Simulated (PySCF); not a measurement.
System: C$_{5}$H$_{6}$F$_{2}$NO$_{2}$ (SMILES C[n+]1ccoc1OC(F)F) (charge +1).

Input

```
{"job": {"kind": "uv", "xc": "PBE0", "basis": "def2-SVPD", "nstates": 6, "ntriplets": 2}, "charge": 1, "multiplicity": 1}
C     -0.984369     1.871833    -0.349400
N     -0.881974     0.455011    -0.104657
C     -1.920029    -0.456945    -0.090076
C     -1.373827    -1.660881     0.172238
O     -0.030373    -1.501434     0.322969
C      0.222752    -0.230858     0.149571
O      1.409397     0.314669     0.226339
C      2.561856    -0.513173     0.279624
F      3.578198     0.293061     0.072843
F      2.496359    -1.401957    -0.707615
H     -1.610314     2.334550     0.414143
H     -1.436151     2.044406    -1.326803
H      0.009041     2.314450    -0.323087
H     -2.937132    -0.169952    -0.267756
H     -1.775401    -2.650531     0.271836
H      2.664369    -1.033304     1.248421
```

Run with:

```sh
OMP_NUM_THREADS=1 python probes_run.py task.json out
```

Geometry: GFN2-xTB.

Level of theory: PBE0/def2-SVPD, SCF density, gas phase (PySCF 2.14.0).

### Predict the electron density and electron localisation function between the atoms.

C–O (1.31 Å): ρ is about 2.7 e/Å³ halfway; the ELF peaks at about 0.90 between the atoms (a polar covalent bond).
C–N (1.32 Å): ρ is about 2.5 e/Å³ halfway; the ELF peaks at about 0.90 between the atoms: localised, covalent bonding.
C–C (1.35 Å): ρ at the midpoint is about 2.3 e/Å³; the ELF peaks at about 0.95 between the atoms: localised, covalent bonding.
C–H (1.07 Å): ρ at the midpoint is about 2.1 e/Å³; the ELF climbs to about 1 towards the hydrogen, as it does in any bond to H (an ordinary covalent bond to hydrogen).

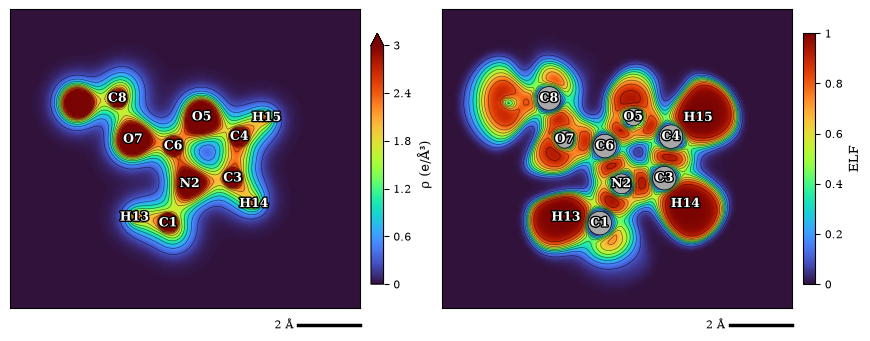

Computed electron density and electron localisation function on the plane of atoms N2, C1 and H13, in this order. Grey discs cover the atomic cores in the ELF map. 
